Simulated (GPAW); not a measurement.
**BH3Cl (charge −1): solvation calculation (part 1 of 2)**

BH3Cl, charge −1, SMILES [H][B-]([H])([H])Cl, computed with revPBE/real-space grid, scalar-relativistic datasets, Held-Walter continuum solvent water (GPAW 26.7.0).

The geometry comes from this level: GFN2-xTB. Figures and captions count atoms from 1; the log counts them from 0 in places.

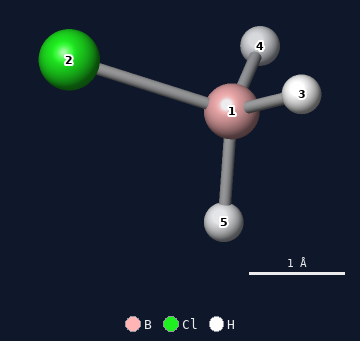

Fig. 1: The structure as given in the input (ball-and-stick view, seen at a tilt; atoms are numbered from 1 in the order of the input). Bond lengths as drawn: B–Cl 1.87 Å and B–H 1.21 Å.

## Input (molecule.py)
```python
from ase.io import read
from ase.units import kcal, mol
from gpaw import GPAW
from gpaw.solvation import SolvationGPAW, get_HW14_water_kwargs
from gpaw.utilities.adjust_cell import adjust_cell

system = read('molecule.xyz')
adjust_cell(system, 5.0, h=0.2)

calculator = GPAW(mode='fd',
                  h=0.2,
                  xc='revPBE',
                  charge=-1,
                  maxiter=100,
                  legacy_gpaw=True,
                  txt='-')
system.calc = calculator
e_gas = system.get_potential_energy()

solvent = get_HW14_water_kwargs()
calculator = SolvationGPAW(mode='fd',
                           h=0.2,
                           xc='revPBE',
                           charge=-1,
                           maxiter=100,
                           txt='-',
                           **solvent)
system.calc = calculator
e_sol = system.get_potential_energy()
dg = (e_sol - e_gas) / (kcal / mol)
print(f'Solvation free energy = {dg:.2f} kcal/mol')
```

## File molecule.xyz
```
5

B     -0.001280     0.001630    -0.167010
Cl     0.013600    -0.021140     1.707330
H      1.152300     0.011380    -0.522240
H     -0.586640     1.005700    -0.497000
H     -0.577980    -0.997580    -0.521080
```

Run on 1 thread of Arm Neoverse V2, 24 GiB of memory available, shared host.

Run as:
```bash
python3 molecule.py
```

## The program's output
```
___ ___ ___ _ _ _
 |   |   |_  | | | |
 | | | | | . | | | |
 |__ |  _|___|_____|  26.7.0
 |___|_|

units:  Angstrom and eV
cores:  1
OpenMP: False

Versions:
  Python: 3.12.14
  ASE:    3.29.0
  Numpy:  2.5.5
  Scipy:  1.18.1
  Libxc:  7.0.0

        _gpaw.cpython-312-aarch64-linux-gnu.so

Input parameters:
  charge: -1
  h: 0.2
  maxiter: 100
  mode: fd
  xc: revPBE

System changes: positions, numbers, cell, pbc, initial_charges, initial_magmoms

Initialize ...

species:
  B:
    name:    Boron
    Z:       5.0
    valence: 3
    core:    2
    charge:  0.0  # [|e|]
    file:    B.revPBE.gz
    compensation charges:
      type: gauss
      rc: 0.20  # [Å]
      lmax: 2
    cutoffs:
      filter: 1.14  # [Å]
      core: 1.38  # [Å]
    projectors
    | kind |    occ | energy [eV] | rcut [Å] |
    |------|--------|-------------|----------|
    |   2s |  2.000 |      -9.465 |    0.635 |
    |   2p |  1.000 |      -3.568 |    0.635 |
    |    s |        |      17.746 |    0.635 |
    |    p |        |      23.644 |    0.635 |
    |    d |        |       0.000 |    0.635 |

    Using partial waves for B as LCAO basis

  Cl:
    name:    Chlorine
    Z:       17.0
    valence: 7
    core:    10
    charge:  0.0  # [|e|]
    file:    Cl.revPBE.gz
    compensation charges:
      type: gauss
      rc: 0.25  # [Å]
      lmax: 2
    cutoffs:
      filter: 1.40  # [Å]
      core: 1.49  # [Å]
    projectors
    | kind |    occ | energy [eV] | rcut [Å] |
    |------|--------|-------------|----------|
    |   3s |  2.000 |     -20.668 |    0.794 |
    |   3p |  5.000 |      -8.559 |    0.794 |
    |    s |        |       6.544 |    0.794 |
    |    p |        |      18.652 |    0.794 |
    |    d |        |       0.000 |    0.794 |

    Using partial waves for Cl as LCAO basis

  H:
    name:    Hydrogen
    Z:       1.0
    valence: 1
    core:    0
    charge:  0.0  # [|e|]
    file:    H.revPBE.gz
    compensation charges:
      type: gauss
      rc: 0.15  # [Å]
      lmax: 2
    cutoffs:
      filter: 0.85  # [Å]
      core: 0.53  # [Å]
    projectors
    | kind |    occ | energy [eV] | rcut [Å] |
    |------|--------|-------------|----------|
    |   1s |  1.000 |      -6.547 |    0.476 |
    |    s |        |      20.664 |    0.476 |
    |    p |        |       0.000 |    0.476 |

    Using partial waves for H as LCAO basis

Reference energy: -13266.441969  # eV

Spin-paired calculation

Convergence criteria:
 Maximum [total energy] change in last 3 cyles: 0.0005 eV / valence electron
 Maximum integral of absolute [dens]ity change: 0.0001 electrons / valence electron
 Maximum integral of absolute [eigenst]ate change: 4e-08 eV^2 / valence electron
 Maximum number of scf [iter]ations: 100
 (Square brackets indicate name in SCF output, whereas a 'c' in
 the SCF output indicates the quantity has converged.)

Symmetries present (total): 1

  ( 1  0  0)
  ( 0  1  0)
  ( 0  0  1)

1 k-point (Gamma)
1 k-point in the irreducible part of the Brillouin zone
       k-points in crystal coordinates                weights
   0:     0.00000000    0.00000000    0.00000000          1/1

Wave functions: Uniform real-space grid
  Kinetic energy operator: 6*3+1=19 point O(h^6) finite-difference Laplacian
  ScaLapack parameters: grid=1x1, blocksize=None
  Wavefunction extrapolation:
    Improved wavefunction reuse through dual PAW basis

Occupation numbers: # Zero width

Eigensolver
   Davidson(niter=2)

Densities:
  Coarse grid: 60*64*64 grid
  Fine grid: 120*128*128 grid
  Total Charge: -1.000000

Density mixing:
  Method: separate
  Backend: msr1
  Linear mixing parameter: 0.05
  old densities: 10
  Width of damping distribution: 1.1
  Damping of long wavelength oscillations: 1  # (no daming)

Hamiltonian:
  XC and Coulomb potentials evaluated on a 120*128*128 grid
  Using the revPBE Exchange-Correlation functional
  Interpolation: tri-quintic (5. degree polynomial)
  Poisson solver: FastPoissonSolver using
    Stencil: 6*3+1=19 point O(h^6) finite-difference Laplacian
    FFT axes: []
    FST axes: [np.int64(0), np.int64(1), np.int64(2)]

XC parameters: revPBE with 2 nearest neighbor stencil

Memory estimate:
  Process memory now: 311.46 MiB
  Calculator: 165.52 MiB
    Density: 85.75 MiB
      Arrays: 47.50 MiB
      Localized functions: 2.51 MiB
      Mixer: 35.73 MiB
    Hamiltonian: 31.27 MiB
      Arrays: 31.07 MiB
      XC: 0.00 MiB
      Poisson: 0.00 MiB
      vbar: 0.19 MiB
    Wavefunctions: 48.51 MiB
      Arrays psit_nG: 19.65 MiB
      Eigensolver: 28.59 MiB
      Projections: 0.00 MiB
      Projectors: 0.26 MiB

Total number of cores used: 1

Number of atoms: 5
Number of atomic orbitals: 11
Number of bands in calculation: 11
Number of valence electrons: 14
Bands to converge: occupied

... initialized

Initializing position-dependent things.

Density initialized from atomic densities
Creating initial wave functions:
  11 bands from LCAO basis set

         .----------------------------.
        /|                            |
       / |                            |
      /  |                            |
     /   |                            |
    /    |                            |
   /     |                            |
  /      |                            |
 *       |                            |
 |       |                            |
 |       |                            |
 |       |         Cl                 |
 |       |                            |
 |       |        HB  H               |
 |       |       H                    |
 |       |                            |
 |       .----------------------------.
 |      /                            /
 |     /                            /
 |    /                            /
 |   /                            /
 |  /                            /
 | /                            /
 |/                            /
 *----------------------------*

Atomic positions and initial magnetic moments

Positions:
   0 B      5.715890    6.397570    5.640445    ( 0.0000,  0.0000,  0.0000)
   1 Cl     5.730770    6.374800    7.514785    ( 0.0000,  0.0000,  0.0000)
   2 H      6.869470    6.407320    5.285215    ( 0.0000,  0.0000,  0.0000)
   3 H      5.130530    7.401640    5.310455    ( 0.0000,  0.0000,  0.0000)
   4 H      5.139190    5.398360    5.286375    ( 0.0000,  0.0000,  0.0000)

Unit cell:
           periodic     x           y           z      points  spacing
  1. axis:    no    12.000000    0.000000    0.000000    60     0.2000
  2. axis:    no     0.000000   12.800000    0.000000    64     0.2000
  3. axis:    no     0.000000    0.000000   12.800000    64     0.2000

  Lengths:  12.000000  12.800000  12.800000
  Angles:   90.000000  90.000000  90.000000

Effective grid spacing dv^(1/3) = 0.2000

iter:   1 00:00:02   -21.165738
iter:   2 00:00:03   -21.200907   +0.00  -0.90
iter:   3 00:00:04   -20.964653   +0.33  -0.90
iter:   4 00:00:04   -20.860560   -0.49  -1.42
iter:   5 00:00:05   -20.870504   -0.48  -1.89
iter:   6 00:00:06   -20.862805   -1.40  -1.93
iter:   7 00:00:07   -20.862602   -1.88  -2.39
iter:   8 00:00:07   -20.862160c  -2.43  -2.58
iter:   9 00:00:08   -20.863566c  -2.17  -2.90
iter:  10 00:00:09   -20.862217c  -2.57  -2.82
iter:  11 00:00:10   -20.862169c  -2.93  -2.79
iter:  12 00:00:10   -20.862120c  -2.88  -2.94
iter:  13 00:00:11   -20.862126c  -4.01  -3.89
iter:  14 00:00:12   -20.862129c  -4.01  -4.02c
iter:  15 00:00:13   -20.862128c  -4.86  -3.99
iter:  16 00:00:13   -20.862129c  -4.97  -4.26c
iter:  17 00:00:14   -20.862128c  -5.30  -4.18c
iter:  18 00:00:15   -20.862128c  -5.46  -4.75c
iter:  19 00:00:16   -20.862128c  -6.38  -4.75c
iter:  20 00:00:16   -20.862128c  -6.98  -4.84c
iter:  21 00:00:17   -20.862128c  -6.94  -5.13c
iter:  22 00:00:18   -20.862128c  -7.68c -5.76c

Converged after 22 iterations.

Dipole moment: (-5.715876, -6.389498, -6.349632) |e|*Ang

Energy contributions relative to reference atoms: (reference = -13266.441969)

Kinetic:        +24.452536
Potential:      -21.932168
External:        +0.000000
XC:             -23.582234
Entropy (-ST):   +0.000000
Local:           +0.199737
SIC:             +0.000000
--------------------------
Free energy:    -20.862128
Extrapolated:   -20.862128

 Band  Eigenvalues  Occupancy
    0    -13.99459    2.00000
    1     -6.34081    2.00000
    2     -2.64698    2.00000
    3     -2.64379    2.00000
    4     -2.56881    2.00000
    5     -0.54617    2.00000
    6     -0.54329    2.00000
    7      3.30832    0.00000
    8      3.58974    0.00000
    9      3.86862    0.00000
   10      3.90414    0.00000

Fermi level: 1.38252

Gap: 3.852 eV
Transition (v -> c):
  (s=0, k=0, n=6, [0.00, 0.00, 0.00]) -> (s=0, k=0, n=7, [0.00, 0.00, 0.00])
No difference between direct/indirect transitions

  ___ ___ ___ _ _ _
 |   |   |_  | | | |
 | | | | | . | | | |
 |__ |  _|___|_____|  26.7.0
 |___|_|

units:  Angstrom and eV
cores:  1
OpenMP: False

Versions:
  Python: 3.12.14
  ASE:    3.29.0
  Numpy:  2.5.5
  Scipy:  1.18.1
  Libxc:  7.0.0

        _gpaw.cpython-312-aarch64-linux-gnu.so

Input parameters:
  charge: -1
  h: 0.2
  maxiter: 100
  mode: fd
  xc: revPBE

Implicit solvation parameters:
Cavity:  EffectivePotentialCavity
  Surface Calculator: GradientSurface with 3 nn
  Volume Calculator: None
  EffectivePotentialCavity
    Potential: Power12Potential
      u0: 0.18eV
      pbc_cutoff: 1e-06
      tiny: 1e-10
    temperature: 298.15K
Dielectric:
  Type: LinearDielectric
  Solvent dielectric constant: 78.36
Interaction: SurfaceInteraction
  subscript: surf
  Surface_tension: 0.0011484376791625194 eV/(Angstrom^2)

Timing:                              incl.     excl.
```
